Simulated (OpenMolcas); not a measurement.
**Relativistic diatomic calculation: NaC⁺ (part 2 of 2)**

Continued. System: NaC⁺. Method: SA-CASSCF(4,8)/XMS-CASPT2 + RASSI spin-orbit (X2C scalar, AMFI), ANO-RCC-VTZP (OpenMolcas).

The program's output (extracts), continued:
```
++ Dipole transition strengths (spin-free states):
     for osc. strength at least  1.00000000E-05
      From   To        Osc. strength     Einstein coefficients Ax, Ay, Az (sec-1)    Total A (sec-1)
         4    7       1.02891335E-04  0.00000000E+00  0.00000000E+00  1.72096184E+04  1.72096184E+04
 Electric-quadrupole - electric-quadrupole not included
 Electric-dipole - electric-octupole not included
 Electric-dipole - magnetic-quadrupole not included
   Eigenvalues of complex Hamiltonian:
  (Shifted by EMIN (a.u.) =       -199.8373387196)
 SO State       Relative EMIN(au)   Rel lowest level(eV)    D:o, cm**(-1)      Omega
     1            -0.0000719137        0.0000000000              0.0000         0.0
     2            -0.0000709796        0.0000254177              0.2050         0.0
     3            -0.0000003869        0.0019463412             15.6983         1.0
     4            -0.0000003837        0.0019464305             15.6990         1.0
     5             0.0000708446        0.0038846511             31.3318         2.0
     6             0.0000708446        0.0038846492             31.3318         2.0
     7             0.0155625153        0.4254344851           3431.3605         1.0
     8             0.0155625153        0.4254344851           3431.3605         1.0
     9             0.0155625974        0.4254367202           3431.3786         0.0
    10             0.0375784105        1.0245175130           8263.2910         0.0
    11             0.0488248231        1.3305479902          10731.5933         1.0
    12             0.0488248238        1.3305480096          10731.5934         1.0
    13             0.0642713622        1.7508697322          14121.7168         2.0
    14             0.0643041253        1.7517612612          14128.9074         2.0
    15             0.1097291899        2.9878402402          24098.5567         0.0
    16             0.1551331585        4.2233451654          34063.5760         1.0
    17             0.1551331584        4.2233451639          34063.5760         0.0
    18             0.1551331585        4.2233451654          34063.5760         1.0
    19             0.1551331586        4.2233451698          34063.5760         2.0
    20             0.1551331586        4.2233451698          34063.5760         2.0
 Weights of the five most important spin-orbit-free states for each spin-orbit state.
 SO State  Total energy (au)           Spin-free states, spin, and weights
    1        -0.000072       1 1.0  0.5000    2 1.0  0.5000    3 1.0  0.0000    4 0.0  0.0000    7 0.0  0.0000
    2        -0.000071       1 1.0  0.5000    2 1.0  0.5000   10 2.0  0.0000    6 0.0  0.0000    5 0.0  0.0000
    3        -0.000000       1 1.0  1.0000    3 1.0  0.0000    8 0.0  0.0000   10 2.0  0.0000    9 0.0  0.0000
    4        -0.000000       2 1.0  1.0000    3 1.0  0.0000    9 0.0  0.0000   10 2.0  0.0000    8 0.0  0.0000
    5         0.000071       2 1.0  0.5000    1 1.0  0.5000    6 0.0  0.0000   10 2.0  0.0000    3 1.0  0.0000
    6         0.000071       2 1.0  0.5000    1 1.0  0.5000    5 0.0  0.0000   10 2.0  0.0000    3 1.0  0.0000
    7         0.015563       3 1.0  1.0000    2 1.0  0.0000    1 1.0  0.0000    8 0.0  0.0000    9 0.0  0.0000
    8         0.015563       3 1.0  1.0000    2 1.0  0.0000    1 1.0  0.0000    8 0.0  0.0000    9 0.0  0.0000
    9         0.015563       3 1.0  1.0000    2 1.0  0.0000    1 1.0  0.0000    4 0.0  0.0000    7 0.0  0.0000
   10         0.037578       4 0.0  1.0000    3 1.0  0.0000    2 1.0  0.0000    1 1.0  0.0000    7 0.0  0.0000
   11         0.048825       8 0.0  1.0000    3 1.0  0.0000    1 1.0  0.0000    2 1.0  0.0000   10 2.0  0.0000
   12         0.048825       9 0.0  1.0000    3 1.0  0.0000    2 1.0  0.0000    1 1.0  0.0000   10 2.0  0.0000
   13         0.064271       5 0.0  1.0000    1 1.0  0.0000    2 1.0  0.0000   10 2.0  0.0000    3 1.0  0.0000
   14         0.064304       6 0.0  1.0000    2 1.0  0.0000    1 1.0  0.0000   10 2.0  0.0000    3 1.0  0.0000
   15         0.109729       7 0.0  1.0000    3 1.0  0.0000    2 1.0  0.0000    1 1.0  0.0000    4 0.0  0.0000
   16         0.155133      10 2.0  1.0000    1 1.0  0.0000    2 1.0  0.0000    3 1.0  0.0000    8 0.0  0.0000
   17         0.155133      10 2.0  1.0000    1 1.0  0.0000    2 1.0  0.0000    3 1.0  0.0000    6 0.0  0.0000
   18         0.155133      10 2.0  1.0000    1 1.0  0.0000    2 1.0  0.0000    3 1.0  0.0000    8 0.0  0.0000
   19         0.155133      10 2.0  1.0000    1 1.0  0.0000    2 1.0  0.0000    6 0.0  0.0000    5 0.0  0.0000
   20         0.155133      10 2.0  1.0000    1 1.0  0.0000    2 1.0  0.0000    6 0.0  0.0000    5 0.0  0.0000
++ Dipole transition strengths (SO states):
        for osc. strength at least   1.00000000E-05
      From   To        Osc. strength     Einstein coefficients Ax, Ay, Az (sec-1)    Total A (sec-1)
        10   15       1.02890776E-04  0.00000000E+00  0.00000000E+00  1.72095447E+04  1.72095447E+04
 Electric-quadrupole - electric-quadrupole not included
 Electric-dipole - electric-octupole not included
 Electric-dipole - magnetic-quadrupole not included
```

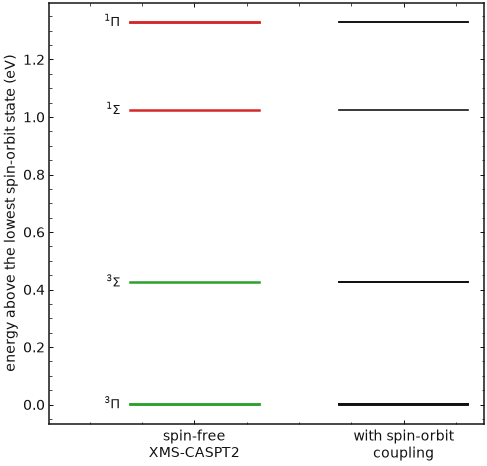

Figure 2. States up to 1.5 eV at 2.725 Å, without spin-orbit coupling (left, a colour for each spin multiplicity) and with it (right, where close levels merge). The spin-free states run ³Π (0.00 eV), ³Σ (0.42 eV), ¹Σ (1.02 eV), ¹Π (1.33 eV) from the lowest. The lowest spin-orbit levels have |Ω| = 0 (0 cm⁻¹), 1 (16 cm⁻¹), 2 (31 cm⁻¹), 1 (3,431 cm⁻¹), 0 (3,431 cm⁻¹).

Summary:

| quantity | value |
| --- | --- |
| outcome | converged |
| lowest spin-free state | ³Π |
| lowest spin-orbit level | Ω = 0, −199.83741 hartree |
| next level | Ω = 1, 16 cm⁻¹ |
| hardware | 1 thread of AMD EPYC (Zen 4), 64 GiB of memory available, shared host |
| wall time | 23 s |
